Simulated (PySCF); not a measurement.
## What a change does: NMR shielding calculation on B$_{3}$N$_{3}$H$_{14}$

System: B$_{3}$N$_{3}$H$_{14}$, SMILES [BH3-][NH2+][BH2-][NH2+][BH2-][NH3+].
Method of the first run: GIAO PBE0/pcSseg-1 NMR shielding, non-relativistic, IEF-PCM acetonitrile (PySCF 2.14.0).

The geometry comes from this level: PBE0-D3(BJ)/def2-SVP. Text and figures count atoms from 1; the logs count them from 0 in places.

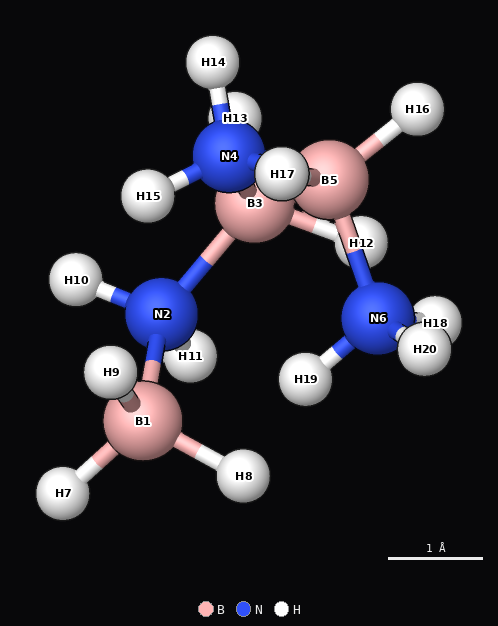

**Figure 1.** The input geometry (ball-and-stick view, seen at a tilt; atoms are numbered from 1 in the order of the input). Bond lengths as drawn: B–H 1.22 to 1.24 Å, B–N 1.57 to 1.60 Å and H–N 1.02 to 1.04 Å.

### The input, the first run
```
{"job": {"kind": "nmr", "xc": "PBE0", "basis": "pcSseg-1", "solvent": "acetonitrile", "pop": true}, "charge": 0, "multiplicity": 1}
B     -1.467628    -0.048353     1.198059
N     -1.857707    -0.034276    -0.353306
B     -0.726773     0.039592    -1.453497
N      0.303668     1.167422    -0.995797
B      1.745738     0.750100    -0.522608
N      1.561181    -0.537376     0.399571
H     -2.488140    -0.037598     1.872555
H     -0.826836    -1.083815     1.416951
H     -0.785828     0.954308     1.447171
H     -2.526982     0.723128    -0.498276
H     -2.396938    -0.879420    -0.542389
H     -0.172445    -1.054403    -1.515305
H     -1.212660     0.348280    -2.534328
H      0.418675     1.836408    -1.754890
H     -0.131399     1.683232    -0.224862
H      2.434341     0.436674    -1.479720
H      2.240989     1.631538     0.163855
H      1.354141    -1.356342    -0.176041
H      0.745361    -0.446591     1.036359
H      2.400574    -0.720000     0.947568
```

The first line tells a small driver script what to run in PySCF; the rest is the geometry in Å.

Command:
```bash
OMP_NUM_THREADS=1 python <driver script> task.json out
```

Hardware: 1 CPU thread, shared host.

### Output (the first run)
```
coarse grid: 15128 points
cycle   1  E = -246.9359954672  dE =  2.149e-01  |g| = 4.294e-01  |ddm| = 3.477e+00
cycle   2  E = -246.9556724231  dE = -1.968e-02  |g| = 3.885e-01  |ddm| = 9.276e-01
cycle   3  E = -246.9979061228  dE = -4.223e-02  |g| = 6.773e-02  |ddm| = 4.351e-01
cycle   4  E = -246.9987820668  dE = -8.759e-04  |g| = 2.580e-02  |ddm| = 6.302e-02
cycle   5  E = -246.9989246708  dE = -1.426e-04  |g| = 3.253e-03  |ddm| = 1.749e-02
cycle   6  E = -246.9989270626  dE = -2.392e-06  |g| = 7.868e-04  |ddm| = 3.982e-03
final grid: 141808 points
cycle   7  E = -247.0171364161  dE = -7.299e-05  |g| = 9.455e-03  |ddm| = 3.260e-02
cycle   8  E = -247.0171252865  dE =  1.113e-05  |g| = 1.224e-02  |ddm| = 1.663e-02
cycle   9  E = -247.0171570419  dE = -3.176e-05  |g| = 6.260e-04  |ddm| = 8.620e-03
cycle  10  E = -247.0171571405  dE = -9.859e-08  |g| = 1.921e-04  |ddm| = 6.003e-04
cycle  11  E = -247.0171571486  dE = -8.117e-09  |g| = 5.539e-05  |ddm| = 1.821e-04
cycle  12  E = -247.0171571492  dE = -5.949e-10  |g| = 1.831e-05  |ddm| = 5.309e-05
converged SCF energy = -247.0171571492

GIAO shielding tensors (ppm)
atom      isotropic    diamagn.    paramagn.     s11        s22        s33       span
  0 B      129.220     193.305     -64.085    116.677    126.985    143.999     27.323
  1 N      234.092     314.848     -80.756    212.958    230.914    258.403     45.445
  2 B      117.653     187.990     -70.338    108.775    116.693    127.490     18.715
  3 N      231.303     317.571     -86.268    212.445    226.396    255.069     42.624
  4 B      118.148     184.886     -66.738    111.120    118.167    125.156     14.037
  5 N      217.807     318.119    -100.312    200.911    210.781    241.728     40.817
  6 H       29.690      30.778      -1.088     26.416     28.707     33.947      7.530
  7 H       29.809      32.404      -2.595     26.489     30.270     32.668      6.179
  8 H       29.711      32.956      -3.246     27.081     28.695     33.356      6.275
  9 H       29.299      28.768       0.531     22.111     25.724     40.063     17.953
 10 H       29.347      29.106       0.241     22.542     24.989     40.509     17.967
 11 H       29.215      32.506      -3.291     26.336     29.825     31.484      5.148
 12 H       28.900      30.444      -1.543     25.123     28.989     32.589      7.466
 13 H       28.988      28.888       0.100     21.415     24.945     40.604     19.189
 14 H       28.143      32.274      -4.131     22.633     24.608     37.188     14.555
 15 H       29.156      29.188      -0.032     25.726     28.784     32.959      7.233
 16 H       28.911      29.175      -0.264     25.406     28.622     32.704      7.298
 17 H       27.259      30.636      -3.377     21.095     24.883     35.797     14.702
 18 H       24.466      30.359      -5.893     15.453     19.674     38.272     22.819
 19 H       28.239      27.408       0.830     21.940     23.358     39.417     17.478
```

The input of the second run differs as follows (lines with − go, lines with + come):
```diff
-"solvent": "acetonitrile"
-"pop": true
+"solvent": "water"
+"pop": false
```

What does this change do to the results?

The total energy of the second run is 0.35 kcal/mol lower: the change of the electrostatic solvation energy at this fixed geometry, without cavity or dispersion terms. Of all shieldings, the largest change is that of N2, by +0.1 ppm. The number of SCF iterations is the same.

### Output (the second run)
```
coarse grid: 15128 points
cycle   1  E = -246.9366246047  dE =  2.143e-01  |g| = 4.291e-01  |ddm| = 3.477e+00
cycle   2  E = -246.9562899265  dE = -1.967e-02  |g| = 3.882e-01  |ddm| = 9.280e-01
cycle   3  E = -246.9984725618  dE = -4.218e-02  |g| = 6.759e-02  |ddm| = 4.343e-01
cycle   4  E = -246.9993432073  dE = -8.706e-04  |g| = 2.579e-02  |ddm| = 6.279e-02
cycle   5  E = -246.9994858400  dE = -1.426e-04  |g| = 3.249e-03  |ddm| = 1.754e-02
cycle   6  E = -246.9994882269  dE = -2.387e-06  |g| = 7.862e-04  |ddm| = 3.982e-03
final grid: 141808 points
cycle   7  E = -247.0176980317  dE = -7.298e-05  |g| = 9.453e-03  |ddm| = 3.259e-02
cycle   8  E = -247.0176869422  dE =  1.109e-05  |g| = 1.223e-02  |ddm| = 1.660e-02
cycle   9  E = -247.0177186445  dE = -3.170e-05  |g| = 6.257e-04  |ddm| = 8.602e-03
cycle  10  E = -247.0177187430  dE = -9.853e-08  |g| = 1.920e-04  |ddm| = 6.005e-04
cycle  11  E = -247.0177187511  dE = -8.124e-09  |g| = 5.538e-05  |ddm| = 1.830e-04
cycle  12  E = -247.0177187517  dE = -5.934e-10  |g| = 1.833e-05  |ddm| = 5.334e-05
converged SCF energy = -247.0177187517

GIAO shielding tensors (ppm)
atom      isotropic    diamagn.    paramagn.     s11        s22        s33       span
  0 B      129.240     193.280     -64.040    116.713    126.989    144.017     27.304
  1 N      234.220     314.843     -80.623    213.035    231.089    258.534     45.498
  2 B      117.659     187.969     -70.310    108.770    116.684    127.523     18.753
  3 N      231.352     317.580     -86.228    212.465    226.490    255.102     42.636
  4 B      118.152     184.873     -66.721    111.108    118.166    125.182     14.073
  5 N      217.849     318.124    -100.276    200.955    210.811    241.780     40.825
  6 H       29.705      30.795      -1.090     26.435     28.725     33.955      7.520
  7 H       29.809      32.402      -2.593     26.487     30.274     32.666      6.178
  8 H       29.713      32.957      -3.244     27.081     28.702     33.356      6.275
  9 H       29.283      28.747       0.536     22.085     25.705     40.058     17.972
 10 H       29.340      29.090       0.251     22.525     24.981     40.514     17.989
 11 H       29.218      32.510      -3.292     26.341     29.827     31.485      5.143
 12 H       28.907      30.452      -1.545     25.134     28.995     32.593      7.459
 13 H       28.976      28.871       0.105     21.398     24.931     40.600     19.202
 14 H       28.138      32.262      -4.124     22.622     24.606     37.188     14.566
 15 H       29.165      29.203      -0.037     25.738     28.792     32.967      7.229
 16 H       28.918      29.188      -0.270     25.417     28.627     32.711      7.294
 17 H       27.252      30.622      -3.370     21.091     24.870     35.795     14.704
 18 H       24.480      30.368      -5.888     15.471     19.688     38.280     22.808
 19 H       28.220      27.386       0.834     21.914     23.335     39.411     17.496
```

### The two runs side by side

```tsv
quantity	the first run	the second run
outcome	converged	converged
total energy (hartree)	−247.017157	−247.017719
HOMO (eV)	−7.93	−7.94
LUMO (eV)	1.37	1.39
dipole moment (D)	1.82	1.82
shielding of B1 (ppm)	129.2	129.2
shielding of N2 (ppm)	234.1	234.2
shielding of N4 (ppm)	231.3	231.4
shielding of N6 (ppm)	217.8	217.8
shielding of H7 (ppm)	29.7	29.7
shielding of H10 (ppm)	29.3	29.3
shielding of H20 (ppm)	28.2	28.2
SCF iterations	12	12
basis functions	172	172
wall time (shared host)	24 s	22 s
```
